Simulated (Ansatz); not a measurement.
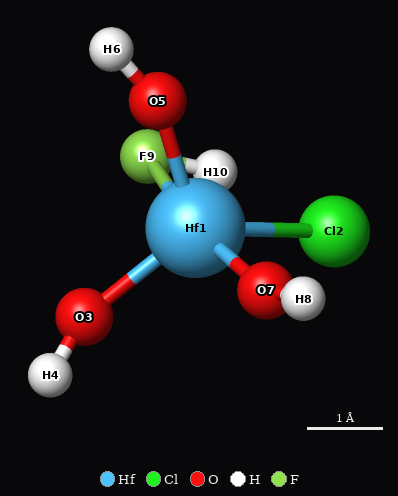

Figure 1. The starting structure (ball-and-stick view, seen at an oblique angle; atoms are numbered from 1 in the order of the input). Sticks mark near contacts. Bond lengths as drawn: Cl–Hf 2.51 Å, F–H 0.99 Å, F–Hf 2.40 Å, Hf–O 1.93 to 1.94 Å and H–O 0.97 Å.

HfH$_{4}$ClO$_{3}$F: nudged elastic band

- system: HfH$_{4}$ClO$_{3}$F
- method: RKS PBE/def2-SVP (Ansatz 0.2.0)

One setting was made poor on purpose. It belongs to a series of runs on one base structure; here: an input spoilt on purpose.

The input
```yaml
crystal:
  periodic: [false, false, false]
  atoms:
    - { symbol: Hf, position_ang: [0.02187, -0.011583, 0.206429] }
    - { symbol: Cl, position_ang: [0.079919, -0.043821, 2.716232] }
    - { symbol: O, position_ang: [1.708681, -0.240491, -0.72747] }
    - { symbol: H, position_ang: [2.225288, -0.832849, -1.292469] }
    - { symbol: O, position_ang: [-1.18516, 1.230478, -0.659165] }
    - { symbol: H, position_ang: [-1.424155, 1.921146, -1.291262] }
    - { symbol: O, position_ang: [-0.849993, -1.711895, -0.038164] }
    - { symbol: H, position_ang: [-1.542289, -2.363886, -0.205273] }
    - { symbol: F, position_ang: [1.057712, 1.956698, 1.110379] }
    - { symbol: H, position_ang: [0.884626, 1.567203, 1.998661] }
basis:
  gaussian: { orbitals: def2-SVP }
hamiltonian:
  xc: pbe
neb:
  order_check: false
  images: 5
  f_tol: 0.03
  max_iterations: 8
  spring: 50.0
  final_atoms:
    - { symbol: Hf, position_ang: [-0.13552918, 0.39686976, -0.2130594] }
    - { symbol: Cl, position_ang: [1.43749756, -0.47646235, 3.15755159] }
    - { symbol: O, position_ang: [1.60865644, -0.12398246, -0.84857207] }
    - { symbol: H, position_ang: [2.45543848, -0.51477661, -1.09467111] }
    - { symbol: O, position_ang: [-1.03159458, 1.44575988, -1.56685868] }
    - { symbol: H, position_ang: [-1.50968911, 1.73023293, -2.35511175] }
    - { symbol: O, position_ang: [-1.22515463, -1.13003725, 0.23829997] }
    - { symbol: H, position_ang: [-1.56249384, -1.99194616, 0.51133683] }
    - { symbol: F, position_ang: [0.06594538, 1.55102207, 1.37603841] }
    - { symbol: H, position_ang: [0.87342248, 0.58432019, 2.61294421] }
  initial_path: idpp
  relax_end_points: true
```

Launched with:
```bash
ansatz run input.yaml --threads 4 --pin off --max-ram 5120MiB --backend cpu --events-out ev --progress --plain --runs-dir out
```

Output
```
Error: invalid value for `basis.gaussian`: such a run doesn't read neb.relax_end_points; remove what it names
```

What the run reported

- outcome: refused by the program
- hardware: 4 threads of Arm Neoverse V1, 24 GiB of memory available, shared host

The program refused the input: “invalid value for `basis.gaussian`: such a run doesn't read neb.relax_end_points; remove what it names” A deliberately poor setting: bad input.
